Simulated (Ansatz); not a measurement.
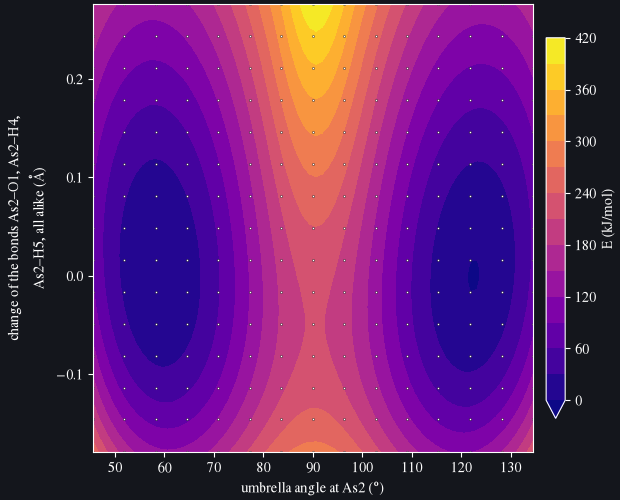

AsH3O, SMILES O[AsH2]. 
- Coordinates scanned: (1) umbrella angle at As2 (between each of its bonds and their common axis; 90 is planar); (2) change of the bonds As2–O1, As2–H4, As2–H5, all alike.
- Nothing is relaxed (all other coordinates rigid).
- Grid: 15 × 15 points.
- Points are written as (first, second).
- All energies are given in kJ/mol relative to the lowest grid point.
- The calculation used Ansatz 0.2.0, RKS SPW92 (LDA)/def2-TZVP.

Drawn: filled contours, dots at the grid points. Between grid points the surface is interpolated.

The lowest grid point is at (121.8°, −0.016 Å). A higher local minimum lies near (58.2°, 0.016 Å) (0.9 kJ/mol above the lowest at that grid point). The highest grid point, (90.0°, 0.276 Å), lies 414 kJ/mol above the lowest. On the interpolated surface the easiest way out of the lowest well to a well of about the same depth near (58.2°, 0.016 Å) passes a barrier of about 210 kJ/mol. Round the minimum the two coordinates are weakly coupled (coupling −0.13 in units of the two stiffnesses).

The level of theory is changed to Ansatz 0.2.0, RKS B3LYP-D4/def2-TZVP; with it change the reference geometry, relaxed at the new level; the new grid has 15 × 15 points, laid about the new relaxed structure.

### What will the new map look like?

The minimum (interpolated where it lies between grid points) moves from about (123°, 0.000 Å) to about (59°, 0.004 Å). The easiest pass out of the lowest well goes from about 210 to about 230 kJ/mol on the interpolated surfaces. The curvature at the minimum changes from about 29 to 32 eV/rad² along the first coordinate and by less than a tenth (about 57) eV/Å² along the second coordinate.

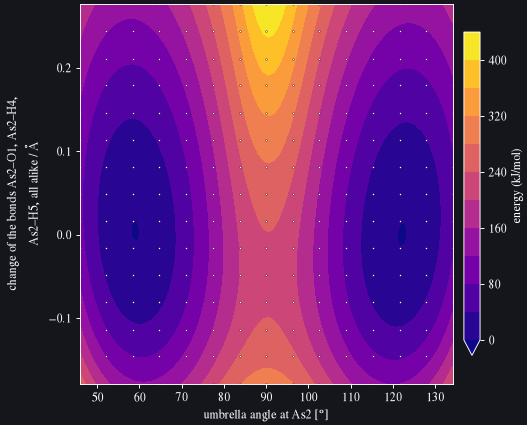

The map after the change, on a colour scale of its own. The picture shows filled contours, dots at the grid points. Between grid points the surface is interpolated.
